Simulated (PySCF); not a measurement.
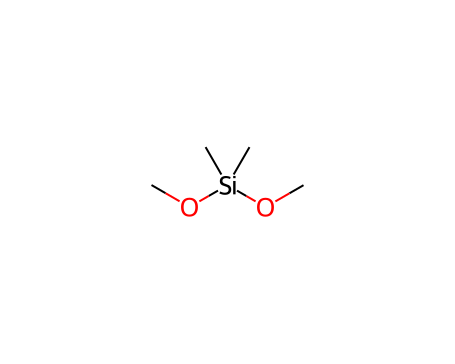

Transcribe the drawing into SMILES.

Answer. CO[Si](C)(C)OC

What is the molecular formula?

Answer. C4H12O2Si.

An optimisation with PBE0-D3(BJ)/def2-TZVP gave a structure of which point group?

Answer. C1. Other conformers may differ.

More results for the same structure follow; atom numbers are the same in all pictures, views and colours differ. The computed structure is the end point of a PBE0-D3(BJ)/def2-TZVP optimisation. No frequency run is at hand to confirm it as a minimum.

## Geometry

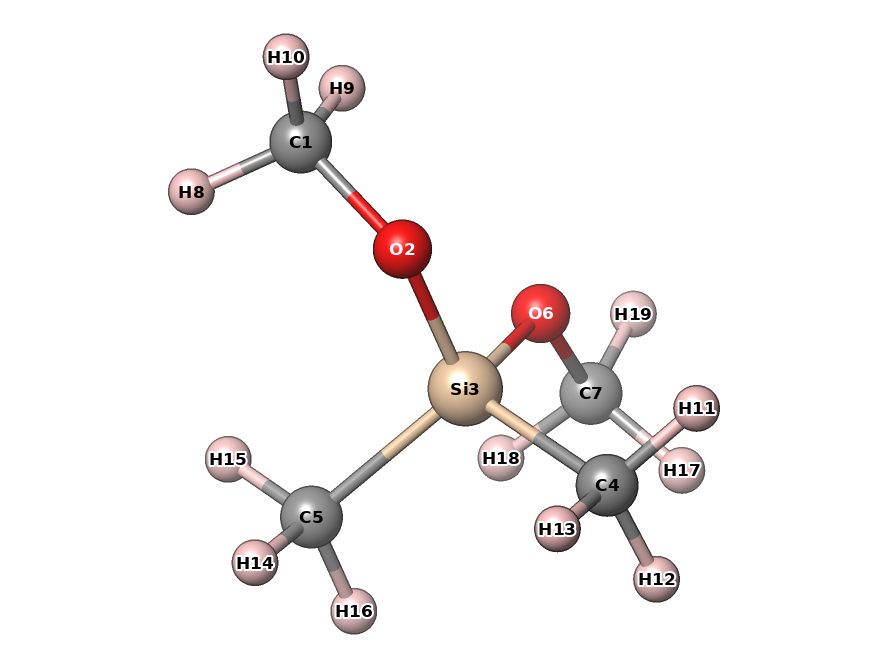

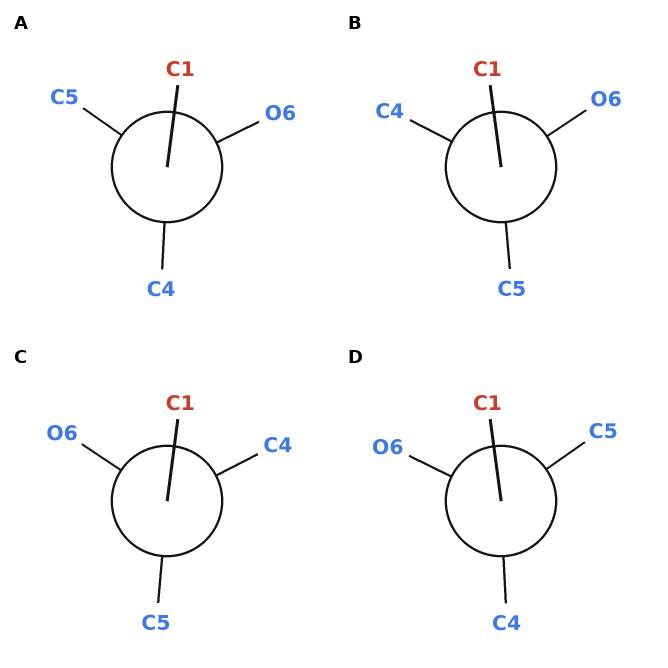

Distant atoms are faded towards the background colour. Bonds that would overlap in a projection are set slightly apart. No frequency run is at hand to confirm it as a minimum.

Which Newman projection shows the view along O2–Si3, with O2 in front?

Answer. A. The torsion angle C1–O2–Si3–O6 is 56°, synclinal (gauche).

## Electronic properties

No frequency run is at hand to confirm it as a minimum. Method: WP04/pcSseg-2 in chloroform (IEF-PCM) (PySCF 2.14.0).

Predict the main results.

- dipole moment: 2.07 D
- HOMO energy (Kohn–Sham orbital): −8.80 eV
- LUMO energy (Kohn–Sham orbital): −0.68 eV
- HOMO–LUMO gap: 8.12 eV

## NMR shielding

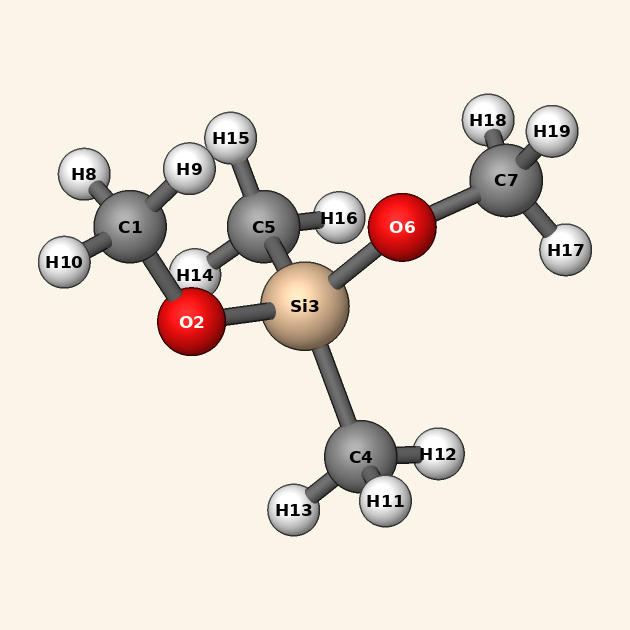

No frequency run is at hand to confirm it as a minimum. Properties computed with GIAO KT3/pcSseg-2 NMR shielding, non-relativistic, gas phase (PySCF 2.14.0). Principal shieldings σ11 ≤ σ22 ≤ σ33, span Ω = σ33 − σ11, skew κ = 3(σiso − σ22)/Ω.

Give the shielding tensors of the O atoms.

```tsv
atom	σ11	σ22	σ33	σiso	Ω	κ
O2	227.8	313.4	321.1	287.4	93.3	−0.84
O6	240.0	295.7	334.2	290.0	94.1	−0.18
```

Shieldings and span in ppm.

## Charges

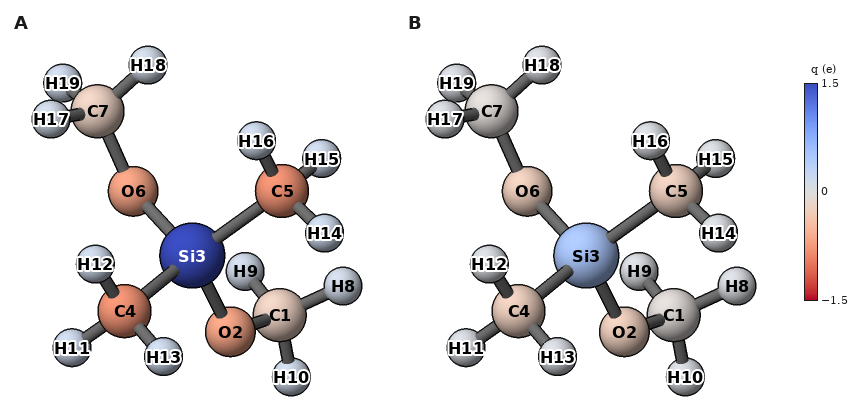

Atomic charges of one calculation by 2 schemes, on one colour scale. No frequency run is at hand to confirm it as a minimum. Method: PBE0/pcSseg-2 (PySCF 2.14.0).

The schemes are Hirshfeld, IAO. Which panel shows which?

Answer. A IAO, B Hirshfeld.

List the charges (e), one line for each set of equivalent atoms.

```json
{"atom": "C1", "IAO": "−0.21", "Hirshfeld": "−0.04"}
{"atom": "O2", "IAO": "−0.65", "Hirshfeld": "−0.24"}
{"atom": "Si3", "IAO": "1.50", "Hirshfeld": "0.49"}
{"atom": "C4", "IAO": "−0.78", "Hirshfeld": "−0.23"}
{"atom": "C5", "IAO": "−0.80", "Hirshfeld": "−0.23"}
{"atom": "O6", "IAO": "−0.66", "Hirshfeld": "−0.24"}
{"atom": "C7", "IAO": "−0.20", "Hirshfeld": "−0.04"}
{"atom": "H8", "IAO": "0.13", "Hirshfeld": "0.04"}
{"atom": "H9", "IAO": "0.14", "Hirshfeld": "0.04"}
{"atom": "H10", "IAO": "0.15", "Hirshfeld": "0.05"}
{"atom": "H11", "IAO": "0.17", "Hirshfeld": "0.05"}
{"atom": "H12", "IAO": "0.16", "Hirshfeld": "0.04"}
{"atom": "H13", "IAO": "0.17", "Hirshfeld": "0.05"}
{"atom": "H14", "IAO": "0.16", "Hirshfeld": "0.05"}
{"atom": "H15", "IAO": "0.16", "Hirshfeld": "0.04"}
{"atom": "H16", "IAO": "0.16", "Hirshfeld": "0.04"}
{"atom": "H17", "IAO": "0.13", "Hirshfeld": "0.04"}
{"atom": "H18", "IAO": "0.13", "Hirshfeld": "0.04"}
{"atom": "H19", "IAO": "0.15", "Hirshfeld": "0.05"}
```

## Quadrupole coupling

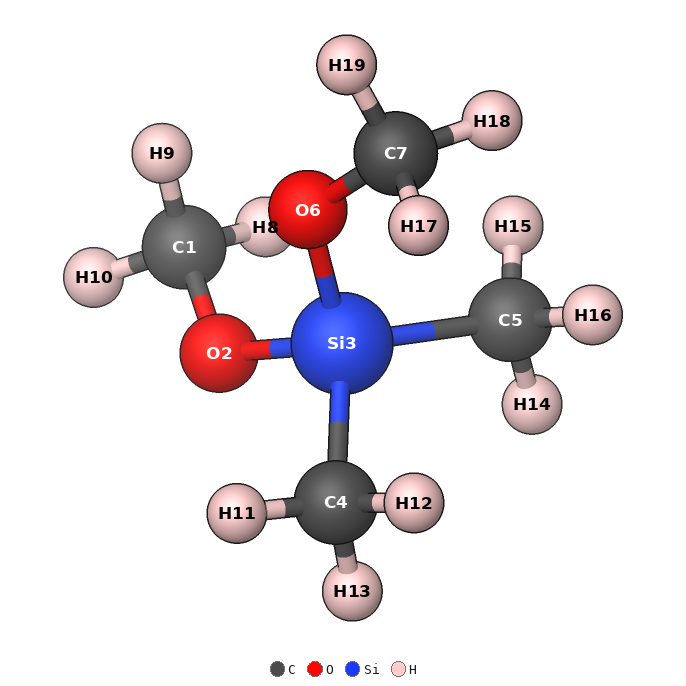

No frequency run is at hand to confirm it as a minimum. Electric field gradients from the ground-state density, PBE0/pcSseg-2 (PySCF 2.14.0), non-relativistic apart from any core potentials.

Give the largest field-gradient component, the quadrupole coupling constant and the asymmetry for 17O at O2 (Q = −25.6 mb), 17O at O6 (Q = −25.6 mb), 2H at H8 (Q = 2.86 mb), 2H at H9 (Q = 2.86 mb).

| atom | V_zz (a.u.) | e²qQ/h (MHz) | η |
| --- | --- | --- | --- |
| O2 | 1.680 | −10.11 | 0.38 |
| O6 | 1.704 | −10.25 | 0.40 |
| H8 | 0.273 | 0.184 | 0.09 |
| H9 | 0.273 | 0.183 | 0.08 |
